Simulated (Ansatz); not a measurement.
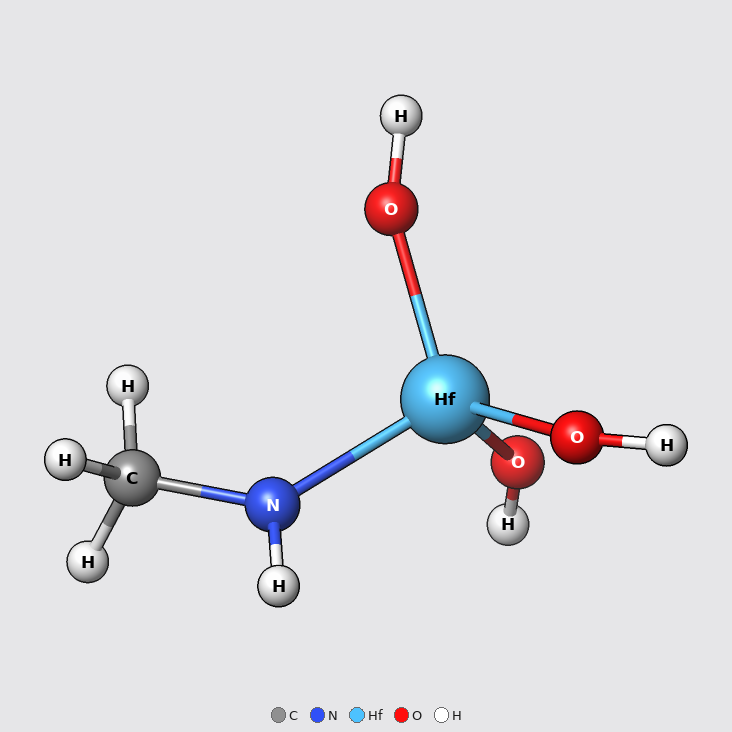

The picture shows a molecular structure as a ball-and-stick model. Every bond is drawn as one stick, whatever its order.

Charge 0, singlet. Computed geometry: PBE0-D4/def2-TZVP optimisation.

Which formula does it have?

Answer. CH7HfNO3, 13 atoms: 1 carbon, 7 hydrogen, 1 hafnium, 1 nitrogen and 3 oxygen.

How many bonds of each kind are drawn?

Answer. 3 Hf–O, 3 C–H, 3 O–H, 1 C–N, 1 Hf–N, 1 N–H.

The parts below concern this one geometry. Atoms keep their numbers from picture to picture.

Geometry

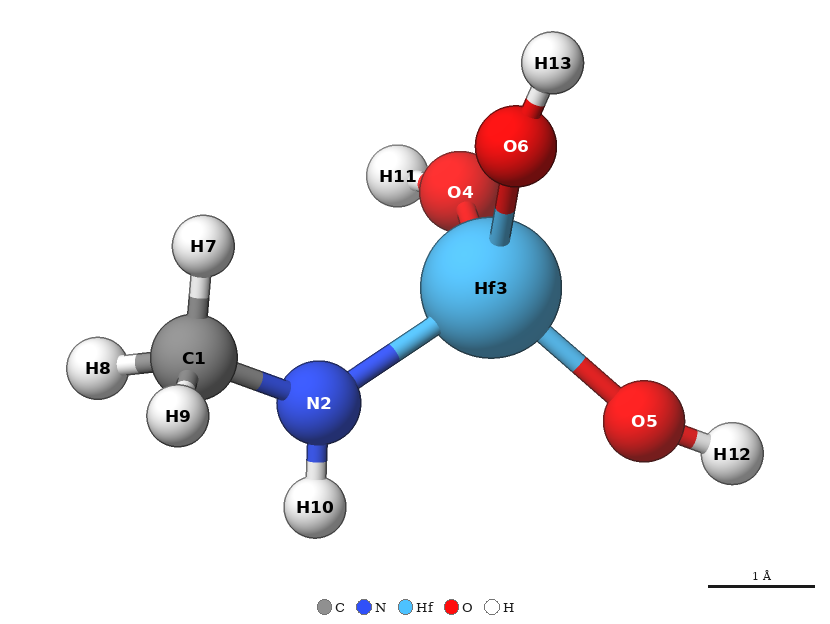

Atoms carry their numbers in the input.

Estimate the angles C1–N2–Hf3, C1–N2–H10, N2–C1–H7, N2–C1–H8, N2–C1–H9, N2–Hf3–O4, N2–Hf3–O6, Hf3–N2–H10, Hf3–O5–H12, O4–Hf3–O5, O4–Hf3–O6, O5–Hf3–O6.

```
     angle  degrees
 C1–N2–Hf3    128.7
 C1–N2–H10    111.3
  N2–C1–H7    110.0
  N2–C1–H8    112.7
  N2–C1–H9    112.4
 N2–Hf3–O4    110.9
 N2–Hf3–O6    106.5
Hf3–N2–H10    120.0
Hf3–O5–H12    155.0
 O4–Hf3–O5    109.2
 O4–Hf3–O6    108.4
 O5–Hf3–O6    115.7
```

Vibrations

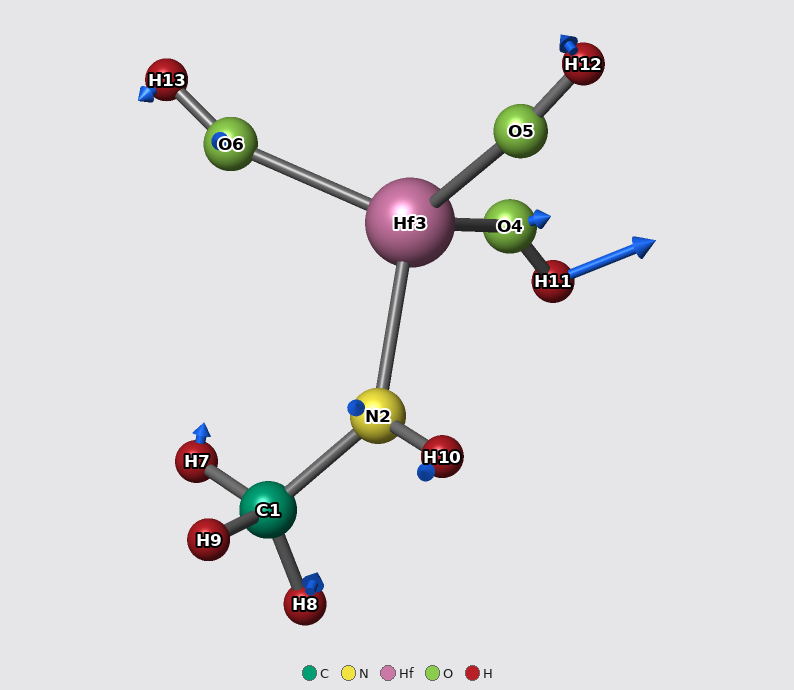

The arrows show one normal mode. Harmonic vibrations computed with RKS PBE0-D4/def2-TZVP, core potentials on Hf (Ansatz 0.2.0) at a stationary point of the same level.

Estimate its harmonic wavenumber.

Answer. 185 cm⁻¹; it is mode 8 of 33 counted from the lowest.

Charges

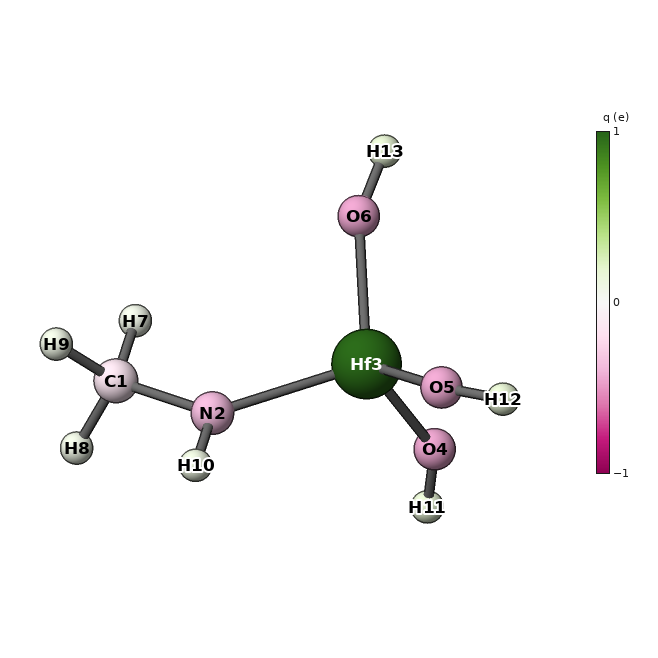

Atoms are coloured by their Mulliken charges. Method: RKS B3LYP-D4/def2-TZVPP, core potentials on Hf (Ansatz 0.2.0).

List the Mulliken charges.

| atom | value (e) |
| --- | --- |
| C1 | −0.15 |
| N2 | −0.37 |
| Hf3 | 0.97 |
| O4 | −0.45 |
| O5 | −0.44 |
| O6 | −0.45 |
| H7 | 0.08 |
| H8 | 0.09 |
| H9 | 0.09 |
| H10 | 0.12 |
| H11 | 0.17 |
| H12 | 0.17 |
| H13 | 0.17 |

Levels of theory compared

Program: Ansatz 0.2.0.

At this fixed geometry, give HOMO energy (eV), dipole (D), HOMO–LUMO gap (eV) at these levels: B3LYP-D4/def2-TZVPP; PBE-D4/def2-TZVPP; r2SCAN-D4/def2-TZVPP; ωB97M-V/def2-TZVPP.

```json
{"level": "B3LYP-D4/def2-TZVPP", "HOMO energy (eV)": "−6.18", "dipole (D)": "0.54", "HOMO–LUMO gap (eV)": "5.94"}
{"level": "PBE-D4/def2-TZVPP", "HOMO energy (eV)": "−5.07", "dipole (D)": "0.52", "HOMO–LUMO gap (eV)": "4.43"}
{"level": "r2SCAN-D4/def2-TZVPP", "HOMO energy (eV)": "−5.32", "dipole (D)": "0.54", "HOMO–LUMO gap (eV)": "5.24"}
{"level": "ωB97M-V/def2-TZVPP", "HOMO energy (eV)": "−8.72", "dipole (D)": "0.58", "HOMO–LUMO gap (eV)": "9.93"}
```

Mulliken values depend strongly on the basis set and can even reverse the polarity of a bond.
